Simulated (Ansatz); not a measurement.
## SiGe2 (model cell, started as antifluorite): the cell at rest

Wanted: the relaxed cell of SiGe2 (model cell, started as antifluorite).

Main program and level: Ansatz 0.2.0; DFT PBEsol, scalar-relativistic, plane waves, PAW.

The structure was built from a prototype and need not be the compound's stable phase.

## Step 1: The starting structure

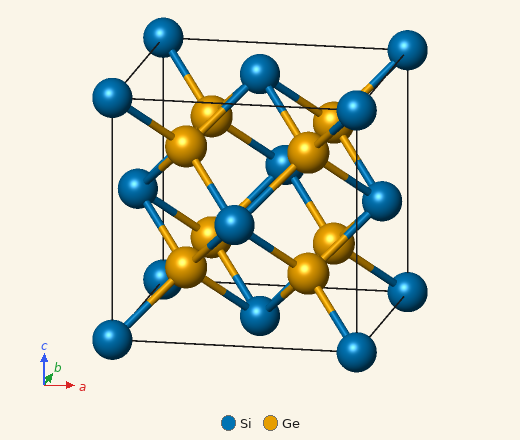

The starting structure, seen slightly off an axis (silicon blue, germanium orange). This picture shows the conventional cell, with its axes. Some periodic images of atoms are drawn too.

## Step 2: A coarse first look

First a cheap look: the gap decides the mesh and the occupations, the pressure tells how far the cell has to move.

Input file input.yaml:

```yaml
crystal:
  lattice:
    - [0.0, 3.15926, 3.15926]
    - [3.15926, 0.0, 3.15926]
    - [3.15926, 3.15926, 0.0]
  atoms:
    - { symbol: Si, position: [0.0, 0.0, 0.0] }
    - { symbol: Ge, position: [0.25, 0.25, 0.25] }
    - { symbol: Ge, position: [0.75, 0.75, 0.75] }
kpoints:
  mp_grid: { grid: [6, 6, 6] }
hamiltonian:
  xc: pbesol
scf:
  occupations: { method: gaussian, width: 0.1 }
output:
  forces: true
  stress: true
  eigenvalues: true
```

Started as:

```bash
$ ansatz run input.yaml --threads 8 --pin off --max-ram 14336MiB --backend cpu --events-out ev --progress --plain --runs-dir out
```

Numbers of over 12 decimals in the logs are rounded to 6 here.

Log:

```text
Engine: ansatz 0.2.0, aarch64-unknown-linux-gnu
Pseudopotentials: kind: paw
Pseudopotential: Si, paw, valence charge 4, recommended cutoff 420 eV (normal), Si.paw.azcp
Pseudopotential: Ge, paw, valence charge 14, recommended cutoff 420 eV (normal), Ge.paw.azcp
Functional definition: PBEsol
  exchange = pbesol_x
  correlation = pbesol_c
Crystal: 3 atoms, lattice volume = 63.065 Å³
[...]
P = ⅓ Tr σ = -4.7337 GPa (-47.337 kbar)
--- Band table (eV; the first three rows and the last of 16) ---
  k-point 0: bands = [... 12 lower, 6.6879, 6.8662, 6.8662, 6.8662, 7.3791, 7.3791, 7.3791, 12.2554]
  k-point 1: bands = [... 12 lower, 4.9239, 6.2966, 6.2966, 7.3726, 7.9442, 7.9442, 10.1258, 11.6178]
  k-point 2: bands = [... 12 lower, 4.0831, 5.8589, 5.8589, 7.9454, 7.9454, 8.0882, 11.6399, 12.3611]
  k-point 15: bands = [... 12 lower, 0.2291, 3.4228, 5.7645, 8.6223, 9.0783, 11.8487, 12.5511, 13.9342]
[key lines of the parts left out:]
SCF converged after 6 iterations
Free energy (F): -9127.328913 eV
Fermi energy:    8.170375 eV
```

The job ended after 0.41 s (8 threads of Arm Neoverse V2, shared host; peak memory 0.35 GiB).

This step gave:

* pressure: -4.734 GPa
* volume per atom: 21.02 Å³
* gap on the k-mesh: 0 eV

The coarse mesh shows no gap and a pressure of -4.7 GPa.

## Step 3: Bringing the structure to rest

Harmonic phonons are second derivatives at a point where the forces vanish, and they are wanted at zero stress, so atoms and cell are relaxed first.

input.yaml: that of step 2 with these lines changed.

```diff
@@ -10,3 +10,3 @@
 kpoints:
-  mp_grid: { grid: [6, 6, 6] }
+  mp_grid: { grid: [12, 12, 12] }
 hamiltonian:
@@ -19 +19,6 @@
   eigenvalues: true
+relax:
+  adjacent_minimum: "off"
+  f_tol: 0.005
+  max_steps: 80
+  cell: { stress_tol: 0.05 }
```

Log:

```text
[...]
Crystal: 3 atoms, lattice volume = 63.065 Å³
Basis set: ecut = 420 eV, 1243 PW (Γ), exchange–correlation on 60×60×60 points (8 copies of the dense FFT grid, shifted against one another)
Bands: 20, of which v1, the nominal top of the filled ones, is band 16 counted from 1 (15 counted from 0)
Symmetry: 48 space group operations
[...]
k-points: 72 of 1728
[...]
SCF iter   1: F=—  HF=-9127.372307 eV  |F-HF|=—  |Δ(HF+E_count)|=         —  Δρ=2.71e-3  dr2=1.00e-2  ethr=1.77e-3  ⟨swp⟩=5.0  Hψ=6626  notcnv=0
[...]
SCF iter   6: F=-9127.368204 eV  HF=-9127.368204 eV  |F-HF|=1.98e-10  |Δ(HF+E_count)|=   1.03e-7  Δρ=1.20e-6  dr2=1.24e-9  ethr=3.13e-10  ⟨swp⟩=5.0  Hψ=6004  notcnv=0
SCF 1 converged in 6 iterations: F = -9127.368204 eV  dr2 = 1.24e-9
[...]
relax step   1: F+E_penalty+E_count = -9127.36820441 eV  Δ(F+E_penalty+E_count) = +0.000e0 eV  max|allowed force component| = 2.467e-17 eV/Å  Δτ_max = 0.0000 Å  P = -5.101 GPa  Ω = 63.065 Å³  (6 SCF iters, dr2 threshold 1.00e-7 eV, accepted)
Crystal: 3 atoms, lattice volume = 56.341 Å³
Basis set: ecut = 420 eV, 1067 PW (Γ), exchange–correlation on 60×60×60 points (8 copies of the dense FFT grid, shifted against one another)
[...]
iter 1 solved again at ethr=2.63e-5 eV; its pass at ethr=3.10e-3 eV (dr2=8.42e-3 eV) is discarded
[...]
SCF iter   6: F=-9127.464947 eV  HF=-9127.464947 eV  |F-HF|=1.89e-7  |Δ(HF+E_count)|=   3.59e-6  Δρ=1.60e-5  dr2=1.26e-7  ethr=9.37e-10  ⟨swp⟩=3.4  Hψ=5875  notcnv=0
SCF 2 converged in 6 iterations: F = -9127.464947 eV  dr2 = 1.26e-7
relax step   2: F+E_penalty+E_count = -9127.46494717 eV  Δ(F+E_penalty+E_count) = -9.674e-2 eV  max|allowed force component| = 5.860e-17 eV/Å  Δτ_max = 0.0000 Å  P = +1.127 GPa  Ω = 56.341 Å³  energy of the carried Pulay correction = +1.060e-3 eV  (6 SCF iters, dr2 threshold 3.00e-7 eV, accepted)
Crystal: 3 atoms, lattice volume = 57.448 Å³
Basis set: ecut = 420 eV, 1139 PW (Γ), exchange–correlation on 60×60×60 points (8 copies of the dense FFT grid, shifted against one another)
[...]
SCF iter   5: F=-9127.467946 eV  HF=-9127.467946 eV  |F-HF|=2.93e-8  |Δ(HF+E_count)|=   2.40e-7  Δρ=6.50e-6  dr2=3.90e-8  ethr=9.37e-10  ⟨swp⟩=5.0  Hψ=6023  notcnv=0
SCF 3 converged in 5 iterations: F = -9127.467946 eV  dr2 = 3.90e-8
relax step   3: F+E_penalty+E_count = -9127.46794560 eV  Δ(F+E_penalty+E_count) = -2.998e-3 eV  max|allowed force component| = 1.172e-16 eV/Å  Δτ_max = 0.0000 Å  P = -0.180 GPa  Ω = 57.448 Å³  energy of the carried Pulay correction = +8.771e-4 eV  (5 SCF iters, dr2 threshold 3.00e-7 eV, accepted)
[...]
relax step   4: F+E_penalty+E_count = -9127.46806134 eV  Δ(F+E_penalty+E_count) = -1.157e-4 eV  max|allowed force component| = 2.776e-17 eV/Å  Δτ_max = 0.0000 Å  P = -0.006 GPa  Ω = 57.293 Å³  energy of the carried Pulay correction = +9.025e-4 eV  (5 SCF iters, dr2 threshold 8.09e-8 eV, accepted)
[...]
SCF iter   6: F=-9127.467144 eV  HF=-9127.467144 eV  |F-HF|=1.09e-11  |Δ(HF+E_count)|=  2.00e-11  Δρ=9.62e-8  dr2=7.91e-12  ethr=1.00e-12  ⟨swp⟩=5.5  Hψ=5739  notcnv=0
SCF 5 converged in 6 iterations: F = -9127.467144 eV  dr2 = 7.91e-12
relax step   5: F+E_penalty+E_count = -9127.46714403 eV  Δ(F+E_penalty+E_count) = +9.173e-4 eV  max|allowed force component| = 6.168e-17 eV/Å  Δτ_max = 0.0000 Å  P = -0.004 GPa  Ω = 57.293 Å³  stress off target by 4.22e-3 GPa  SCF on the basis re-selected at this cell (its energy is not comparable with the rows above)  (6 SCF iters)
basis re-selected at this cell: Δ(F+E_penalty+E_count) = +9.173e-4 eV, ΔP = +0.002 GPa vs the last step (what re-selecting the basis moved, of the pressure what is left beyond the Pulay correction that the steps carried, after the strain that the cell walked since its last selection, with what the two solves' SCF thresholds leave and, on support functions, any second-order correction that the steps lacked; it is no m [...]
SCF converged after 6 iterations
Free energy (F): -9127.467144 eV
[...]
Internal energy: -9127.457941 eV  (E = F + TS)
E sigma→0 (E₀):  -9127.462542 eV
Entropy (-TS):   -0.009203 eV (-3.068 meV/atom)
Fermi energy:    9.578565 eV
[...]
--- Stress (GPa, compression-positive) ---
       -0.004218      -0.000000      -0.000000
       -0.000000      -0.004218      -0.000000
       -0.000000      -0.000000      -0.004218
  P = ⅓ Tr σ = -0.0042 GPa (-0.042 kbar)
--- Band table (eV; the first three rows and the last of 72) ---
  k-point 0: bands = [... 12 lower, 7.8658, 7.8658, 7.8658, 8.4722, 8.4722, 8.4722, 8.5479, 13.6680]
  k-point 1: bands = [... 12 lower, 7.0685, 7.6190, 7.6190, 8.3841, 8.7359, 8.7359, 9.9946, 13.2512]
  k-point 2: bands = [... 12 lower, 6.3070, 7.2725, 7.2725, 8.8567, 9.0628, 9.0628, 11.6224, 12.8750]
  k-point 71: bands = [... 12 lower, 0.6960, 3.9771, 8.5594, 8.5594, 10.9816, 11.8530, 14.2278, 15.5417]
--- Relaxed structure (4 steps of the walk, 4 accepted, 1 SCFs on fresh bases) ---
  F+E_penalty+E_count = -9127.46714403 eV   max|allowed force component| = 6.168e-17 eV/Å   (the final SCF, on the basis selected at the relaxed cell)
  cell:  # Å, volume = 57.2933 Å³
    - [0, 3.059788, 3.059788]
    - [3.059788, 0, 3.059788]
    - [3.059788, 3.059788, 0]
  atoms:
    - { symbol: Si, position: [0, 0, 0] }
    - { symbol: Ge, position: [0.25, 0.25, 0.25] }
    - { symbol: Ge, position: [0.75, 0.75, 0.75] }
```

The job ended after 3.8 s (8 threads; peak memory 0.46 GiB; 25 s of CPU time).

Relaxation path:

| step | energy less that of the first step (eV) | largest force component (eV/Å) | pressure (GPa) | volume (Å³) |
| --- | --- | --- | --- | --- |
| 1 | 0.0000 | 0.0000 | -5.10 | 63.06 |
| 2 | -0.0967 | 0.0000 | 1.13 | 56.34 |
| 3 | -0.0997 | 0.0000 | -0.18 | 57.45 |
| 4 | -0.0999 | 0.0000 | -0.01 | 57.29 |
| 5* | -0.0989 | 0.0000 | 0.00 | 57.29 |

Relaxation steps marked * repeat the geometry before them on a plane-wave basis chosen anew for their cell, so energy and pressure can jump there.

Forces are held to the 48 operations that the run works with; a distortion that breaks them can't arise in this run.

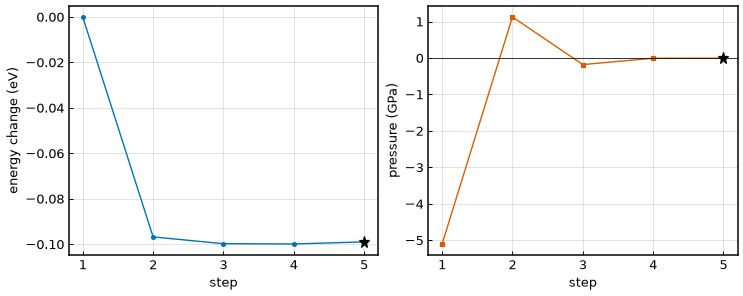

Energy and pressure along the relaxation. Stars mark steps on a basis chosen anew.

| conventional cell, symmetrised | before | after | change |
| --- | --- | --- | --- |
| a (Å) | 6.319 | 6.120 | -3.1 % |
| b (Å) | 6.319 | 6.120 | -3.1 % |
| c (Å) | 6.319 | 6.120 | -3.1 % |
| volume (Å³/atom) | 21.02 | 19.10 | -9.2 % |

The relaxed structure:

```xyz
3
Lattice="0.0000 3.0598 3.0598 3.0598 0.0000 3.0598 3.0598 3.0598 0.0000" Properties=species:S:1:pos:R:3 pbc="T T T"
Si    0.0000    0.0000    0.0000
Ge    1.5299    1.5299    1.5299
Ge    4.5897    4.5897    4.5897
```

This step gave:

```
pressure        : -0.004218 GPa
volume per atom : 19.10 Å³
```

In this step the volume went from 21.02 to 19.10 Å³/atom.

## Step 4: Bringing the structure to rest

The relaxation is repeated from its end on the same settings, as a check that it has come to rest.

input.yaml, the sections that differ from step 3:

```yaml
crystal:
  lattice:
    - [0.0, 3.0597882199, 3.0597882199]
    - [3.0597882199, 0.0, 3.0597882199]
    - [3.0597882199, 3.0597882199, 0.0]
  atoms:
    - { symbol: Si, position: [0.0, 0.0, 0.0] }
    - { symbol: Ge, position: [0.25, 0.25, 0.25] }
    - { symbol: Ge, position: [0.75, 0.75, 0.75] }
output:
  forces: true
  stress: true
  eigenvalues: true
  write_density: true
  write_potential: true
  elf: true
  volumetric_format: npy
# kpoints, hamiltonian, scf, relax: as in step 3
```

Log:

```text
[...]
Crystal: 3 atoms, lattice volume = 57.293 Å³
Basis set: ecut = 420 eV, 1139 PW (Γ), exchange–correlation on 60×60×60 points (8 copies of the dense FFT grid, shifted against one another)
Bands: 20, of which v1, the nominal top of the filled ones, is band 16 counted from 1 (15 counted from 0)
Symmetry: 48 space group operations
[...]
k-points: 72 of 1728
[...]
--- Relaxed structure (1 steps of the walk, 1 accepted, 1 SCFs on fresh bases) ---
[...]
cell:  # Å, volume = 57.2933 Å³
    - [0.0, 3.0597882199, 3.0597882199]
    - [3.0597882199, 0.0, 3.0597882199]
    - [3.0597882199, 3.0597882199, 0.0]
  atoms:
    - { symbol: Si, position: [0.0, 0.0, 0.0] }
    - { symbol: Ge, position: [0.25, 0.25, 0.25] }
    - { symbol: Ge, position: [0.75, 0.75, 0.75] }
[key lines of the parts left out:]
SCF converged after 5 iterations
Free energy (F): -9127.467144 eV
Fermi energy:    9.578566 eV
P = ⅓ Tr σ = -0.0042 GPa (-0.042 kbar)
```

The job ended after 1.6 s (8 threads; peak memory 0.45 GiB).

Little changed from the start: no atom moved by 0.005 Å and no cell edge by 0.1 %.

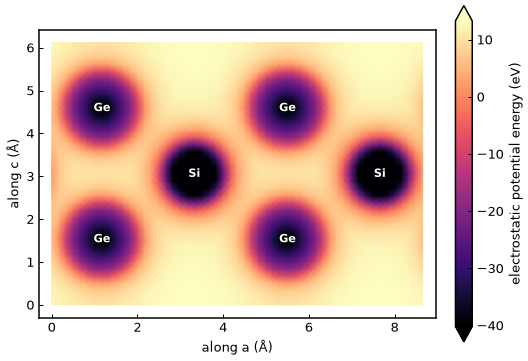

Electrostatic potential energy in the ac plane of a cell with a along [110], b along [-110] and c along [001] of the cube at fractional y = 0.000, with atoms of Si and Ge within 0.2 Å of it. With pseudopotentials it is smooth inside the atoms' cores, unlike the true potential. The map starts off the cell's origin, so that atoms lie inside it.

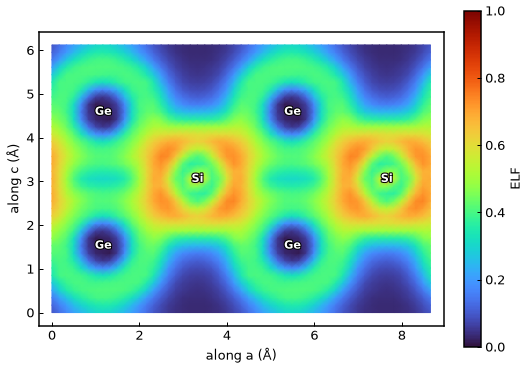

ELF in the ac plane of a cell with a along [110], b along [-110] and c along [001] of the cube at fractional y = 0.000, with atoms of Si and Ge within 0.2 Å of it. It is the smooth field of the valence electrons, not physical close to the nuclei. The map starts off the cell's origin, so that atoms lie inside it.

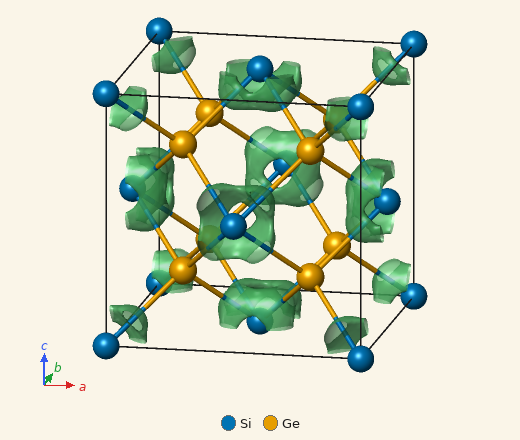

Surface of ELF = 0.66.

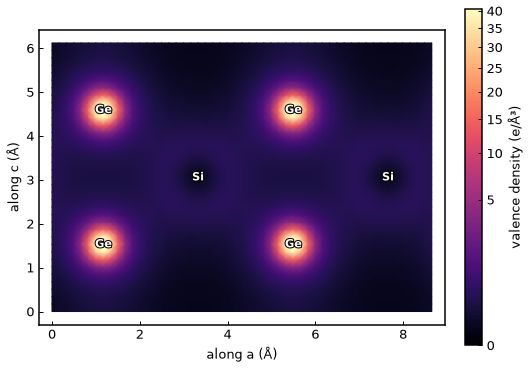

Valence density in the ac plane of a cell with a along [110], b along [-110] and c along [001] of the cube at fractional y = 0.000, with atoms of Si and Ge within 0.2 Å of it. It is the smooth field of the valence electrons, not physical close to the nuclei. The map starts off the cell's origin, so that atoms lie inside it. The colour scale is stretched toward low values.

In this step the volume went from 19.10 to 19.10 Å³/atom.

## Step 5: Tight relaxation

Phonons need a cell at rest on their own settings, so the relaxation is repeated with tight tolerances on forces and stress on the k mesh and occupations of the first response run.

input.yaml: that of step 4 with these lines changed.

```diff
@@ -14,3 +14,3 @@
 scf:
-  occupations: { method: gaussian, width: 0.1 }
+  occupations: { method: methfessel_paxton, width: 0.2 }
 output:
@@ -25,4 +25,4 @@
   adjacent_minimum: "off"
-  f_tol: 0.005
-  max_steps: 80
-  cell: { stress_tol: 0.05 }
+  f_tol: 0.001
+  max_steps: 60
+  cell: { stress_tol: 0.01 }
```

Log:

```text
[...]
Crystal: 3 atoms, lattice volume = 57.293 Å³
Basis set: ecut = 420 eV, 1139 PW (Γ), exchange–correlation on 60×60×60 points (8 copies of the dense FFT grid, shifted against one another)
Bands: 20, of which v1, the nominal top of the filled ones, is band 16 counted from 1 (15 counted from 0)
Symmetry: 48 space group operations
[...]
k-points: 72 of 1728
[...]
--- Relaxed structure (1 steps of the walk, 1 accepted, 1 SCFs on fresh bases) ---
[...]
cell:  # Å, volume = 57.2933 Å³
    - [0.0, 3.0597882199, 3.0597882199]
    - [3.0597882199, 0.0, 3.0597882199]
    - [3.0597882199, 3.0597882199, 0.0]
  atoms:
    - { symbol: Si, position: [0.0, 0.0, 0.0] }
    - { symbol: Ge, position: [0.25, 0.25, 0.25] }
    - { symbol: Ge, position: [0.75, 0.75, 0.75] }
[key lines of the parts left out:]
SCF converged after 5 iterations
Free energy (F): -9127.464060 eV
Fermi energy:    9.579272 eV
P = ⅓ Tr σ = -0.0062 GPa (-0.062 kbar)
```

Wall time 1.6 s (8 threads); peak memory 0.45 GiB; 10 s of CPU time.

Little changed from the start: no atom moved by 0.005 Å and no cell edge by 0.1 %.

This step gave:

```yaml
pressure: -0.006221 GPa
```

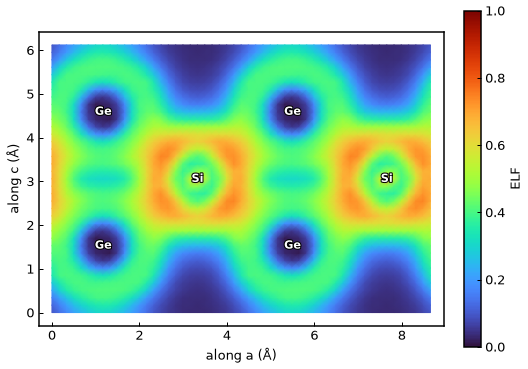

ELF in the ac plane of a cell with a along [110], b along [-110] and c along [001] of the cube at fractional y = 0.000, with atoms of Si and Ge within 0.2 Å of it. It is the smooth field of the valence electrons, not physical close to the nuclei. The map starts off the cell's origin, so that atoms lie inside it.

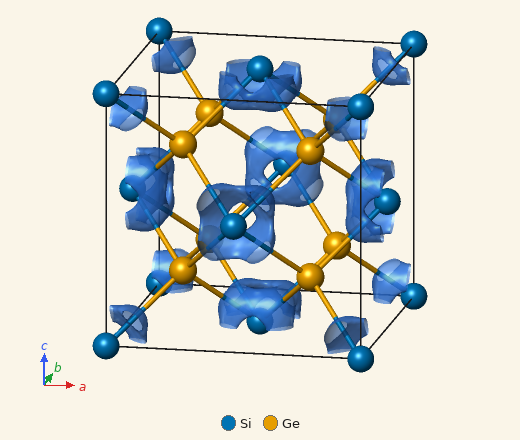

Surface of ELF = 0.66.

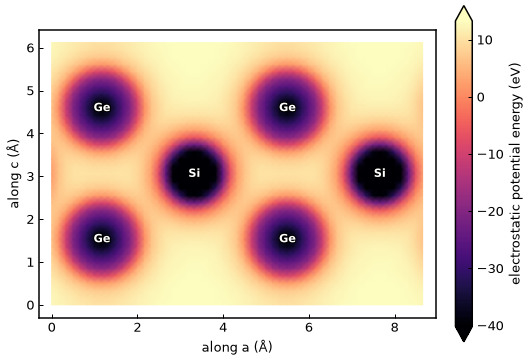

Electrostatic potential energy in the ac plane of a cell with a along [110], b along [-110] and c along [001] of the cube at fractional y = 0.000, with atoms of Si and Ge within 0.2 Å of it. With pseudopotentials it is smooth inside the atoms' cores, unlike the true potential. The map starts off the cell's origin, so that atoms lie inside it.

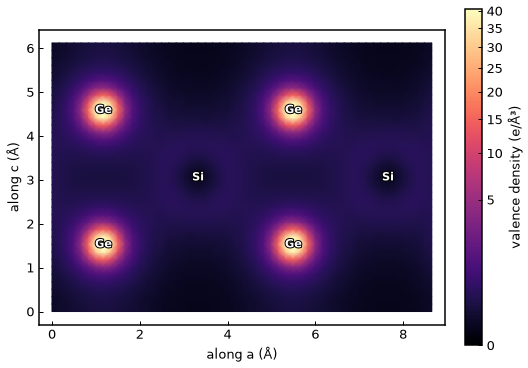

Valence density in the ac plane of a cell with a along [110], b along [-110] and c along [001] of the cube at fractional y = 0.000, with atoms of Si and Ge within 0.2 Å of it. It is the smooth field of the valence electrons, not physical close to the nuclei. The map starts off the cell's origin, so that atoms lie inside it. The colour scale is stretched toward low values.

The forces vanish by symmetry and the pressure is -0.006 GPa, within the tolerances set. The cell now holds 19.10 Å³/atom.

## Step 6: Results

```json
{
 "space group after relaxation (within 0.01 Å)": "Fm-3m",
 "lattice constant a": "6.120 Å",
 "lattice constant b": "6.120 Å",
 "lattice constant c": "6.120 Å",
 "volume per atom": "19.1 Å³"
}
```

The forces vanish by symmetry and the pressure is -0.006 GPa, within the tolerances set. The cell now holds 19.10 Å³/atom. The relaxation keeps the symmetry of its start, so it says nothing on stability against lower symmetry. The starting cell was built on a prototype and not taken from a measurement, so the phase need not exist.

[Logs are printed without paths, hosts, clocks, repeated set-up lines and the standing remarks that a program may print on its own settings, such as how far it seeks lower states.]

[Hosts, paths, dates, database ids (printed as entryN), source tags and the programs' standing remarks are cut or masked in the printed files.]
